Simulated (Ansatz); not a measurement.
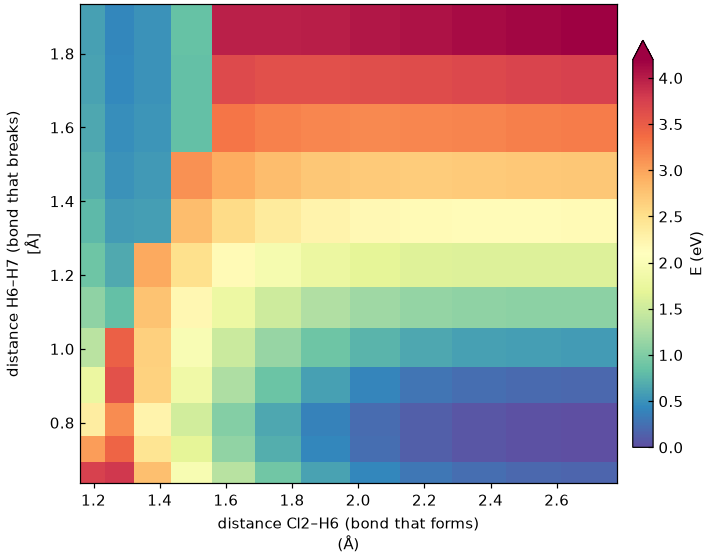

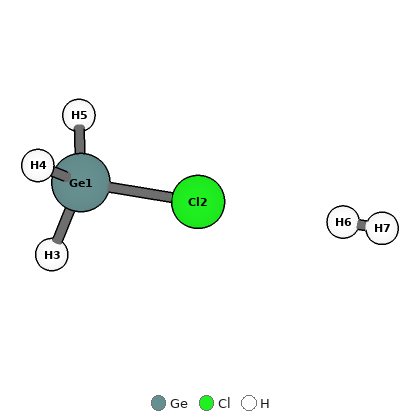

Energy landscape of the reacting system ClGeH5 (fragments ClGeH₃ + H₂ where the first distance is long, GeH₄ + ClH where the second is long). The first coordinate is: distance Cl2–H6 (bond that forms); the second: distance H6–H7 (bond that breaks). Relaxed at each point: all other coordinates. Grid: 12 × 12 points. Points are written as (first, second). All energies are given in eV relative to the lowest grid point. Energies and slopes of some neighbouring points disagree (a jump in structure or state, or too coarse a mesh). The reference is spin-restricted, so regions where a bond is pulled apart into radicals lie too high. All numbers below come from Ansatz, RKS B3LYP-D4/def2-SVP.

The picture shows one coloured cell a grid point, one colour for all values above the top of the scale. The second picture is the structure at the lowest point.

### Summarise what can be read from the map.

The lowest grid point is at (2.697 Å, 0.726 Å). It lies in a valley that leaves the map towards separated partners. The energy also falls towards the edge at (1.272 Å, 1.866 Å) (0.42 eV above the lowest), where a further well may lie outside the range. The highest grid point, (2.697 Å, 1.866 Å), lies 4.20 eV above the lowest.

The values on the grid:

```
second ↓, first →  1.197  1.272  1.375  1.493  1.621  1.757  1.900  2.050  2.204  2.364  2.529  2.697
            1.866   0.59   0.42   0.50   0.84   3.98   3.98   4.00   4.04   4.08   4.12   4.16   4.20
            1.731   0.61   0.44   0.51   0.84   3.66   3.62   3.61   3.63   3.65   3.68   3.72   3.75
            1.600   0.64   0.46   0.52   0.83   3.31   3.23   3.19   3.18   3.19   3.21   3.23   3.26
            1.472   0.69   0.50   0.54   3.13   2.94   2.81   2.73   2.70   2.69   2.70   2.71   2.73
            1.348   0.77   0.56   0.58   2.81   2.55   2.37   2.26   2.19   2.17   2.16   2.16   2.18
            1.229   0.90   0.67   2.96   2.50   2.17   1.93   1.78   1.69   1.64   1.62   1.61   1.62
            1.114   1.09   0.83   2.77   2.21   1.80   1.51   1.31   1.19   1.12   1.08   1.07   1.07
            1.005   1.37   3.47   2.64   1.98   1.49   1.14   0.90   0.74   0.65   0.60   0.58   0.57
            0.903   1.77   3.59   2.63   1.85   1.28   0.88   0.59   0.41   0.29   0.23   0.20   0.18
            0.808   2.33   3.15   2.25   1.54   1.02   0.65   0.39   0.22   0.12   0.06   0.03   0.01
            0.726   3.04   3.43   2.46   1.68   1.10   0.70   0.42   0.23   0.12   0.05   0.02   0.00
            0.666   3.75   3.82   2.79   1.96   1.35   0.91   0.62   0.42   0.30   0.23   0.19   0.17
```

The input of one point:

```yaml
crystal:
  periodic: [false, false, false]
  atoms:
    - { symbol: Ge, position_ang: [-1.209758, -1.056305, 0.020228] }
    - { symbol: Cl, position_ang: [0.450309, 0.364589, -0.023112] }
    - { symbol: H, position_ang: [-0.811153, -2.282255, -0.820073] }
    - { symbol: H, position_ang: [-1.45907, -1.455007, 1.485368] }
    - { symbol: H, position_ang: [-2.447357, -0.36325, -0.576245] }
    - { symbol: H, position_ang: [2.463526, 2.159188, -0.036678] }
    - { symbol: H, position_ang: [3.013504, 2.632937, -0.049384] }
basis:
  gaussian: { orbitals: def2-SVP }
hamiltonian:
  xc: { name: B3LYP }
  dispersion: d4
output:
  forces: true
relax:
  f_tol: 0.02
  max_steps: 50
  escape_saddle: false
  constraints: [{ distance: [1, 5] }, { distance: [5, 6] }]
scf:
  lower_state_search: "off"
```

The whole map (144 points run) took 19 min on 1 thread of Arm Neoverse V1 (shared host).
